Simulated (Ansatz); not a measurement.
**What a change does: geometry relaxation on Ge$_{2}$H$_{3}$**

System: Ge$_{2}$H$_{3}$, multiplicity 4.
Method of run A: UKS r2SCAN-D4/def2-TZVP (Ansatz 0.2.0).

The geometry: r2SCAN-D4/def2-TZVP start. Text and figures count atoms from 1; the logs count them from 0 in places.

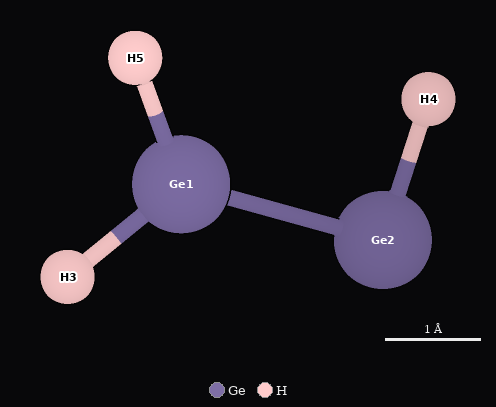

The structure as given in the input (ball-and-stick view, seen at a tilt; atoms are numbered from 1 in the order of the input). Sticks mark near contacts. Bond lengths as drawn: Ge–Ge 2.40 Å and Ge–H 1.55 to 1.59 Å.

## The input, run A
```yaml
crystal:
  periodic: [false, false, false]
  atoms:
    - {symbol: Ge, position_ang: [0.238233, -0.050794, 0.599615]}
    - {symbol: Ge, position_ang: [-1.112439, -0.818028, -1.232121]}
    - {symbol: H, position_ang: [0.351201, -0.793312, 1.950849]}
    - {symbol: H, position_ang: [-0.616878, 0.461716, -2.041622]}
    - {symbol: H, position_ang: [1.139893, 1.200418, 0.723278]}
basis:
  gaussian: {orbitals: def2-TZVP}
magnetization: {spin_polarized: true, initial_magnetization: 3}
hamiltonian: {xc: r2scan, dispersion: d4}
scf: {lower_state_search: "off"}
output: {orbitals: {seedname: orbitals}}
relax: {f_tol: 0.02, max_steps: 100}
```

Command:
```bash
ansatz run in.yaml --threads 2 --pin off --events-out ev --progress --plain --max-ram 4352MiB
```

Hardware: 2 threads of Arm Neoverse V2, 23 GiB of memory available, shared host.

## Output, shortened to warnings, some set-up lines, iterations and results (run A)
```
[...]
mean field evaluation 1: about -113079.7261 eV, gradient 1.7e1 eV
mean field evaluation 2: about -113079.4744 eV, gradient 2.0e1 eV
mean field evaluation 4: about -113080.7824 eV, gradient 1.4e0 eV
mean field evaluation 8: about -113080.7893 eV, gradient 4.5e-2 eV
mean field evaluation 16: about -113080.7677 eV, gradient 1.9e-4 eV
[... 11 lines ...]
relax step  10: F+E_penalty+E_count = -113081.95365984 eV  Δ(F+E_penalty+E_count) = -7.226e-2 eV  max|allowed force component| = 1.772e-1 eV/Å  Δτ_max = 0.2000 Å  (24 SCF …
mean field evaluation 96: about -113081.9615 eV, gradient 9.5e-2 eV
relax step  11: F+E_penalty+E_count = -113081.96417884 eV  Δ(F+E_penalty+E_count) = -1.052e-2 eV  max|allowed force component| = 9.004e-2 eV/Å  Δτ_max = 0.1172 Å  (18 SCF …
relax step  12: F+E_penalty+E_count = -113081.96488909 eV  Δ(F+E_penalty+E_count) = -7.102e-4 eV  max|allowed force component| = 2.702e-2 eV/Å  Δτ_max = 0.0323 Å  (19 SCF …
relax step  13: F+E_penalty+E_count = -113081.96533139 eV  Δ(F+E_penalty+E_count) = -4.423e-4 eV  max|allowed force component| = 8.949e-3 eV/Å  Δτ_max = 0.0168 Å  (20 SCF …
Total energy: -113081.96534346 eV, -4155.6855766632 hartree
Atom 0 at     0.007582     0.185248     1.019935 Å, force     0.008949    -0.000004    -0.004366 eV/Å
Atom 1 at    -1.218117     0.021716    -1.056294 Å, force    -0.004317    -0.002938    -0.002977 eV/Å
Atom 2 at     0.668950    -1.147802     1.445084 Å, force    -0.002843     0.002413     0.002189 eV/Å
Atom 3 at    -0.551086    -0.347935    -2.412407 Å, force     0.000622     0.002596     0.003060 eV/Å
Atom 4 at     1.092682     1.288773     1.003680 Å, force    -0.002411    -0.002066     0.002094 eV/Å
Dipole moment:     0.019421     0.008561     0.065939 e Å
Checks for a lower state left out: stability, starts, cluster_reference, orbital_swaps, neighbouring_geometries, increment
```

For run B the input was changed thus:
```diff
-magnetization: {spin_polarized: true, initial_magnetization: 3}
+total_charge: 1
```

What does this change do to the results?

The total energies belong to different systems, so their difference says nothing on which is more stable or more accurate. The HOMO goes from −4.92 to −12.28 eV. The LUMO goes from −3.92 to −9.95 eV.

## Output, shortened to warnings, some set-up lines, iterations and results (run B)
```
[...]
mean field evaluation 1: about -113073.8724 eV, gradient 1.8e1 eV
mean field evaluation 2: about -113074.3195 eV, gradient 1.3e1 eV
mean field evaluation 4: about -113074.6565 eV, gradient 9.6e-1 eV
mean field evaluation 8: about -113074.6385 eV, gradient 4.1e-2 eV
mean field evaluation 16: about -113074.6385 eV, gradient 8.5e-6 eV
[... 27 lines ...]
relax step  23: F+E_penalty+E_count = -113075.63231242 eV  Δ(F+E_penalty+E_count) = -5.784e-2 eV  max|allowed force component| = 1.104e-1 eV/Å  Δτ_max = 0.1951 Å  (19 SCF …
relax step  24: F+E_penalty+E_count = -113075.63158955 eV  Δ(F+E_penalty+E_count) = +7.229e-4 eV  max|allowed force component| = 1.678e-1 eV/Å  Δτ_max = 0.0539 Å  (18 SCF …
relax step  25: F+E_penalty+E_count = -113075.63619081 eV  Δ(F+E_penalty+E_count) = -3.878e-3 eV  max|allowed force component| = 2.249e-2 eV/Å  Δτ_max = 0.0260 Å  (20 SCF …
mean field evaluation 192: about -113075.6215 eV, gradient 2.1e-6 eV
relax step  26: F+E_penalty+E_count = -113075.63644592 eV  Δ(F+E_penalty+E_count) = -2.551e-4 eV  max|allowed force component| = 9.565e-3 eV/Å  Δτ_max = 0.0139 Å  (18 SCF …
Total energy: -113075.63645535 eV, -4155.4529943150 hartree
Atom 0 at     0.371187    -0.158465     0.371483 Å, force     0.001891    -0.002431     0.005380 eV/Å
Atom 1 at    -0.515103    -0.978399    -1.693235 Å, force     0.003672    -0.001746     0.001523 eV/Å
Atom 2 at    -0.400495    -0.318785     1.683883 Å, force     0.000163     0.001831    -0.009565 eV/Å
Atom 3 at    -0.881337     0.505092    -0.755571 Å, force    -0.004836     0.004266     0.004671 eV/Å
Atom 4 at     1.425758     0.950558     0.393438 Å, force    -0.000890    -0.001920    -0.002008 eV/Å
Dipole moment:    -0.009437    -0.039202    -0.051513 e Å
Checks for a lower state left out: stability, starts, cluster_reference, orbital_swaps, neighbouring_geometries, increment
```

## The two runs side by side

```tsv
quantity	run A	run B
outcome	converged	converged
total energy (hartree)	−4155.685577	−4155.452994
HOMO (eV)	−4.92	−12.28
LUMO (eV)	−3.92	−9.95
dipole moment (D)	0.33	–
⟨S²⟩	3.758	–
largest force (eV/Å)	0.010	0.010
basis functions	114	114
wall time (shared host)	41 s	43 s
```
